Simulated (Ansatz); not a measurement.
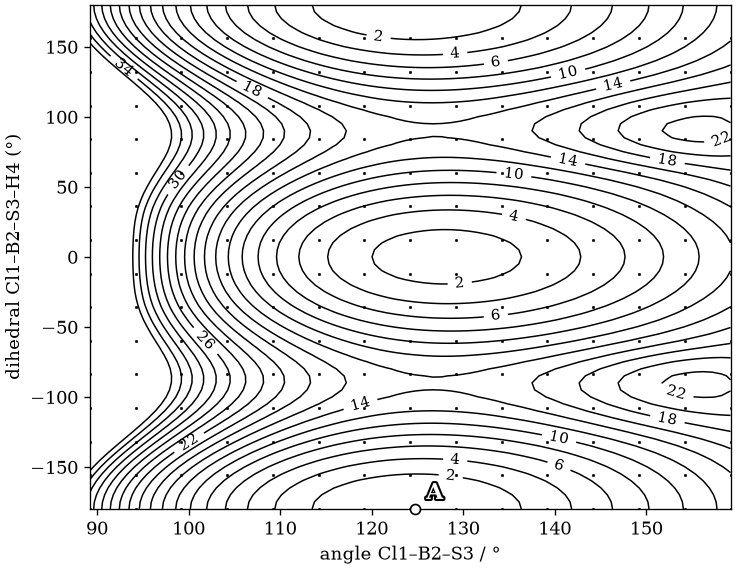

BClHS, SMILES S[B]Cl, spin multiplicity 2. The first coordinate is: angle Cl1–B2–S3; the second: dihedral Cl1–B2–S3–H4. Nothing is relaxed (all other coordinates rigid). The grid has 15 × 15 points; 120 points were computed and 105 follow by symmetry. All energies are given in kcal/mol relative to the lowest grid point. Level of theory: Ansatz 0.2.0, UKS wB97X-V/def2-SVP.

In the figure: contour lines labelled in kcal/mol (none above 36), dots at the grid points, the point A. Between grid points the surface is interpolated.

Find the lowest pass out of the well at A.

The easiest path leads from the well at angle Cl1–B2–S3 = 124.2°, dihedral Cl1–B2–S3–H4 = −180° to the well at about angle Cl1–B2–S3 = 128°, dihedral Cl1–B2–S3–H4 = 0°, about 0.91 kcal/mol higher. Its highest point lies about 14 kcal/mol above the bottom of the first well on the interpolated surface, at about angle Cl1–B2–S3 = 127°, dihedral Cl1–B2–S3–H4 = −90°. The start is the relaxed structure and all else is held, so a fully relaxed path at this level can only be lower.

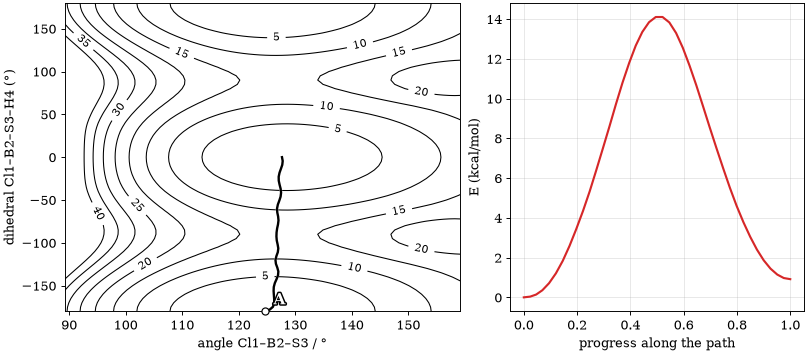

The picture shows contour lines labelled in kcal/mol (none above 40), a line along the lowest path, the energy along the path at the right. Between grid points the surface is interpolated.
